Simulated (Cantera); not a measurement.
Feed: 1 mol Si, 2.8 mol HCl, 11 mol N2, 0.00015 mol O2, equilibrated at 10.0 Torr.

Equilibrium computed with Cantera from the NASA thermochemical tables; the gas is ideal and each condensed phase is pure. Candidate condensed phases: H2O, NH4Cl, Si, SiO2, Si2N2O, Si3N4; 47 gas species. N2 is the only nitrogen source here; it is nearly inert below about 1500 K, so the nitride shown seldom forms there in practice. Mutual solubility and eutectic melting of coexisting phases are not modelled. The tables' values for SiCl3, SiCl are old estimates; treat these amounts as uncertain. Rates play no part.

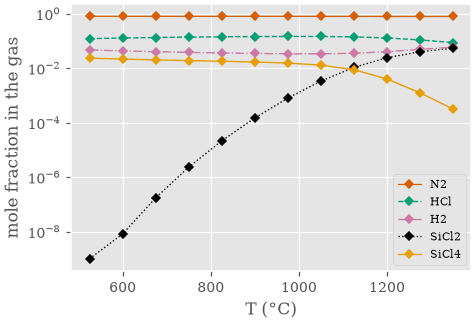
Figure: Equilibrium gas composition (values under 1e-9 drawn at 1e-9)

Task: Read off the mole fractions at 675 °C.

Result: N2 about 0.81, HCl about 0.13, H2 about 0.040, SiCl4 about 0.020, SiCl2 about 1.7e-7.
